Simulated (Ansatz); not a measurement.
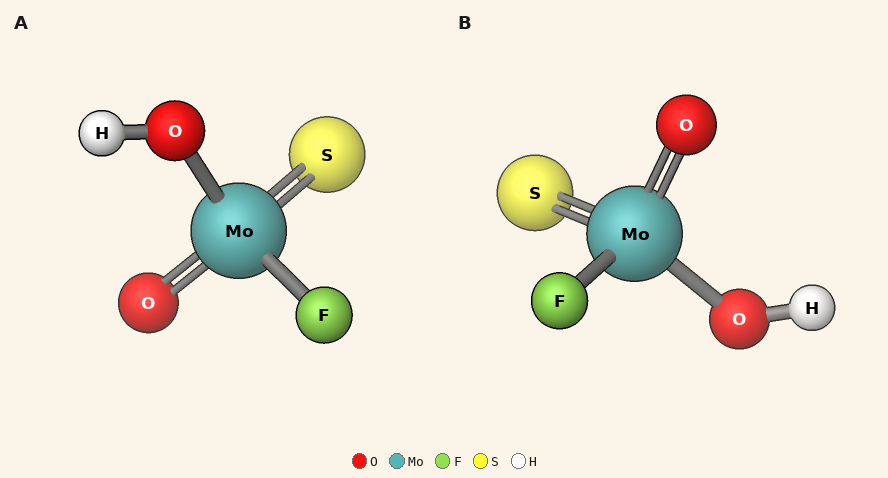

Distant atoms are faded towards the background colour. The species is neutral and a spin singlet. The geometry was computed by an optimisation with PBE0-D4/def2-TZVP.

**Can A be turned into B by a rotation alone?**

Yes. They are the same structure, FHMoO2S ([O]=[Mo@@]([OH])([F])=[S]), seen from two directions: a rotation takes one into the other. The geometry is chiral (C1), so its mirror image would differ.
